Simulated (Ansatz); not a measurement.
# PPt3, from a guessed structure to a relaxed one, part 2 of 2

Starting from a made-up structure for PPt3, the aim is the relaxed cell, its shortest contacts and, where a second run follows, its electronic structure.

Ansatz 0.2.0; DFT, PBE, plane-wave PAW, files of the set soft_1, scalar-relativistic, no spin, cell and ions relaxed at zero pressure; PAW set soft_1 (the session's first sound run).

So far: The structure; Relaxing cell and atoms. The relaxed cell has a = 3.949 Å (conventional setting).

## Step 3: Electronic structure of the relaxed cell

With the geometry fixed, one more self-consistent run, with a narrower smearing and the mesh shown in its input, gives the bands, and its pressure, and its forces where symmetry allows any, show how far the geometry depends on these settings.

This step: DFT, PBE, plane-wave PAW, files of the set soft_1, scalar-relativistic, no spin, bands and density of states at the relaxed cell; PAW set soft_1 (Ansatz 0.2.0).

File input.yaml:

```yaml
crystal:
  lattice:
    - [3.9492782714, 0.0, 0.0]
    - [0.0, 3.9492782714, 0.0]
    - [0.0, 0.0, 3.9492782714]
  atoms:
    - { symbol: Pt, position: [0.5, 0.5, 0.0] }
    - { symbol: Pt, position: [0.5, 0.0, 0.5] }
    - { symbol: Pt, position: [0.0, 0.5, 0.5] }
    - { symbol: P, position: [0.0, 0.0, 0.0] }
kpoints:
  mp_grid: { grid: [8, 8, 8] }
  band_path:
    path:
      - [[0.0, 0.0, 0.0], [0.0, 0.5, 0.0], [0.5, 0.5, 0.0], [0.0, 0.0, 0.0], [0.5, 0.5, 0.5], [0.0, 0.5, 0.0]]
      - [[0.5, 0.5, 0.0], [0.5, 0.5, 0.5]]
    npoints: 13
scf:
  occupations: { method: fermi_dirac, width: 0.03 }
  n_extra_bands: 8
hamiltonian:
  xc: pbe
  pseudopotentials: { kind: paw, azcp: { folder: soft_1 } }
output:
  forces: true
  stress: true
  write_bands: true
  dos: { projected: true }
  write_density: true
  write_potential: true
  elf: true
  volumetric_format: npy
```

Launch:

```console
ansatz run input.yaml --threads 4 --pin off --max-ram 8192MiB --backend cpu --events-out ev --progress --plain --runs-dir out
```

Numbers of over 12 decimals in the logs are rounded to 6 here.

The program printed:

```text
[...]
Crystal: 4 atoms, lattice volume = 61.596 Å³
Basis set: ecut = 420 eV, 1213 PW (Γ), exchange–correlation on 54×54×54 points (8 copies of the dense FFT grid, shifted against one another)
Bands: 38, of which v1, the nominal top of the filled ones, is band 30 counted from 1 (29 counted from 0)
Symmetry: 48 space group operations
[...]
k-points: 35 of 512
[...]
SCF iter   1: F=—  HF=-38330.158007 eV  |F-HF|=—  |Δ(HF+E_count)|=         —  Δρ=7.58e-2  dr2=4.01e0  ethr=3.10e-3  ⟨swp⟩=6.8  Hψ=5449  notcnv=0
[...]
SCF iter   7: F=-38329.186133 eV  HF=-38329.186133 eV  |F-HF|=2.05e-8  |Δ(HF+E_count)|=   6.62e-8  Δρ=9.45e-6  dr2=5.62e-8  ethr=1.69e-10  ⟨swp⟩=14.1  Hψ=8830  notcnv=0
SCF 1 converged in 7 iterations: F = -38329.186133 eV  dr2 = 5.62e-8
[...]
NSCF: frozen V_eff on 80 k-points
SCF converged after 7 iterations
Free energy (F): -38329.186133 eV
[...]
Internal energy: -38329.169318 eV  (E = F + TS)
E sigma→0 (E₀):  -38329.177726 eV
Entropy (-TS):   -0.016815 eV (-4.204 meV/atom)
Fermi energy:    19.980349 eV
[...]
--- Stress (GPa, compression-positive) ---
       -0.135232       0.000000       0.000000
        0.000000      -0.135232       0.000000
        0.000000       0.000000      -0.135232
  P = ⅓ Tr σ = -0.1352 GPa (-1.352 kbar)
--- Band table (eV; the first three rows and the last of 35) ---
  k-point 0: bands = [... 26 lower, 18.7985, 18.8261, 19.7741, 20.2735, 20.2735, 20.2735, 26.2273, 26.2273, ... 4 higher]
  k-point 1: bands = [... 26 lower, 18.8035, 19.5768, 19.6020, 20.0417, 20.0417, 20.2739, 24.5333, 26.2489, ... 4 higher]
  k-point 2: bands = [... 26 lower, 18.7626, 19.1581, 20.0247, 20.0247, 20.0898, 20.2751, 23.8140, 26.2737, ... 4 higher]
  k-point 34: bands = [... 26 lower, 17.9581, 18.1697, 19.3499, 19.8229, 19.8229, 19.8229, 23.7805, 23.7805, ... 4 higher]
```

The job ended after 1.6 s (4 threads of Intel Xeon Platinum 8488C (Sapphire Rapids), shared host; peak memory 0.47 GiB).

The column dr2 measures how far the density is from self-consistency, as an energy; F and HF (Harris–Foulkes) agree once it is small.

This step gave:

| Quantity | Value |
| --- | --- |
| free energy | -38329.1861 eV |
| energy at zero smearing | -38329.1777 eV |
| smearing term TS | 0.01682 eV |
| pressure | -0.1352 GPa |

bands.tsv at the labelled points (eV, zero at the Fermi level; the bands that come nearest the Fermi level along the path):

```tsv
point	band 26	band 27	band 28	band 29	band 30	band 31	band 32	band 33
Γ	-1.18	-1.18	-1.15	-0.21	0.29	0.29	0.29	6.25
X	-2.50	-2.12	-1.02	-0.83	0.30	1.38	1.38	4.77
M	-2.70	-2.12	-1.87	-1.78	0.60	0.60	2.90	2.90
Γ	-1.18	-1.18	-1.15	-0.21	0.29	0.29	0.29	6.25
R	-2.02	-2.02	-1.81	-0.63	-0.16	-0.16	-0.16	3.80
X	-2.50	-2.12	-1.02	-0.83	0.30	1.38	1.38	4.77
M	-2.70	-2.12	-1.87	-1.78	0.60	0.60	2.90	2.90
R	-2.02	-2.02	-1.81	-0.63	-0.16	-0.16	-0.16	3.80
```

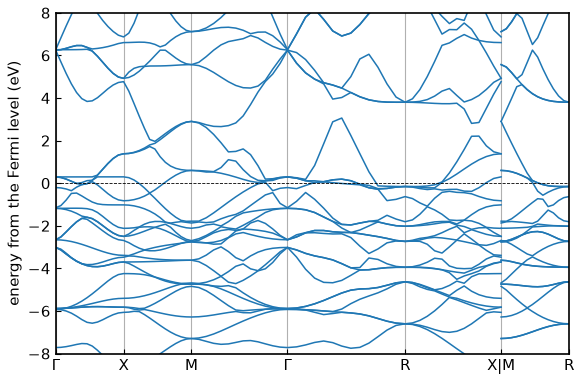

Bands along the path. 13 bands lie wholly below the window drawn.

Counts of states for the cell as run, both spins, by energy window (eV from the Fermi level):

| from | to | total |
| --- | --- | --- |
| -8 | -7 | 1.83 |
| -7 | -6 | 2.48 |
| -6 | -5 | 5.48 |
| -5 | -4 | 4.44 |
| -4 | -3 | 3.91 |
| -3 | -2 | 6.62 |
| -2 | -1 | 5.04 |
| -1 | 0 | 2.91 |
| 0 | 1 | 3.30 |
| 1 | 2 | 1.54 |
| 2 | 3 | 0.42 |
| 3 | 4 | 1.43 |
| 4 | 5 | 1.94 |
| 5 | 6 | 1.31 |

Below -8 eV lie 26.3 more states.

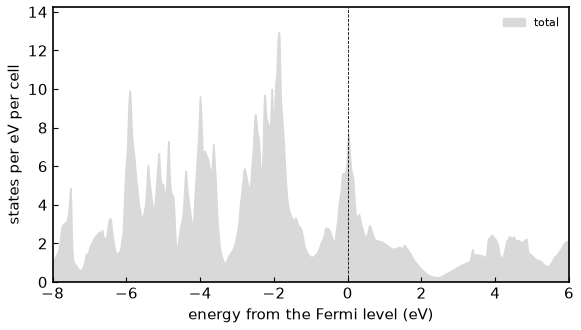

Total density of states, smoothed over about 0.04 eV.

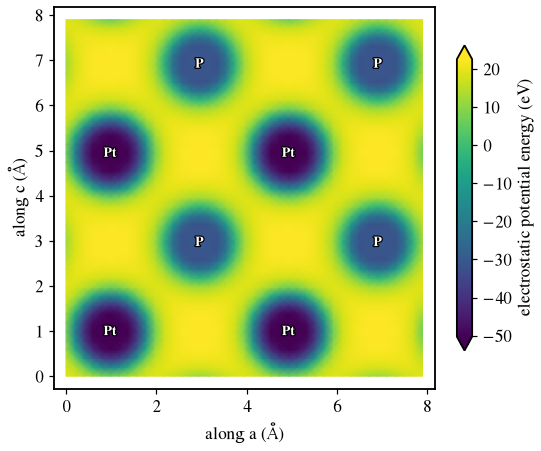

Electrostatic potential energy in the ac plane at fractional y = 0.000, with atoms of Pt and P within 0.2 Å of it. With pseudopotentials it is smooth inside the atoms' cores, unlike the true potential. The map starts off the cell's origin, so that atoms lie inside it.

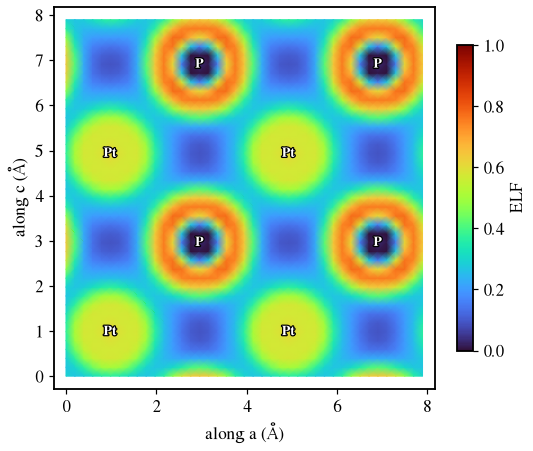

ELF in the ac plane at fractional y = 0.000, with atoms of Pt and P within 0.2 Å of it. It is the smooth field of the valence electrons, not physical close to the nuclei. The map starts off the cell's origin, so that atoms lie inside it.

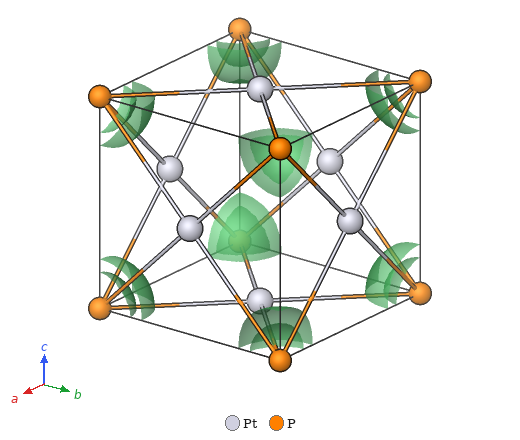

Surface of ELF = 0.7.

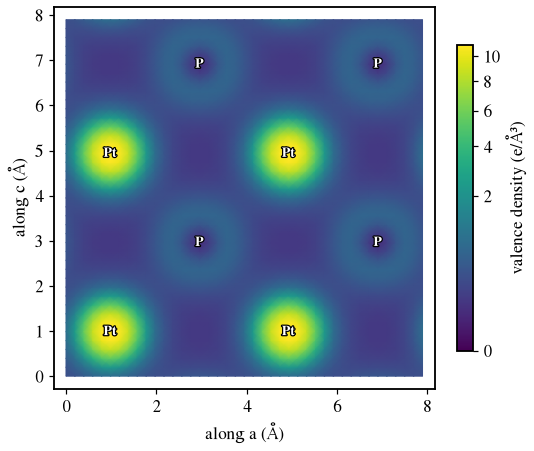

Valence density in the ac plane at fractional y = 0.000, with atoms of Pt and P within 0.2 Å of it. It is the smooth field of the valence electrons, not physical close to the nuclei. The map starts off the cell's origin, so that atoms lie inside it. The colour scale is stretched toward low values.

## Step 4: Summary of results

```json
{"space group, relaxed": "Pm-3m", "conventional cell": "a = 3.949, b = 3.949, c = 3.949 Å; α = 90.0°, β = 90.0°, γ = 90.0°", "volume per atom": "15.40 Å³ (guess 15.01)"}
```

What this shows: PPt3 relaxes to Pm-3m with a = 3.949, b = 3.949 and c = 3.949 Å. The guessed volume was 3 % too small. The space group Pm-3m was held in the relaxation, so the end point is a stationary structure within it and may be a saddle against distortions or other arrangements. Bands cross the Fermi level, so it is a metal or semimetal at this level. The electron count is odd, which forces that without spin polarisation or a larger cell. On the 8×8×8 mesh with the narrower smearing (relaxed on 7×7×7) the forces vanish, as symmetry may demand, and the largest stress component is 0.135 GPa, against the relaxation's thresholds of 0.015 eV/Å and 0.05 GPa. The cutoff wasn't tested. Spin-orbit coupling is left out, which can matter for elements this heavy. No dispersion term is used, so weakly bound directions may come out too long. The runs have no spin, and magnetism wasn't tested. Nothing here tests whether the compound is stable against decomposition.

[Logs are printed without paths, hosts, clocks, repeated set-up lines and the standing remarks that a program may print on its own settings, such as how far it seeks lower states.]

[Hosts, paths, dates, database ids (printed as entryN), source tags and the programs' standing remarks are cut or masked in the printed files.]
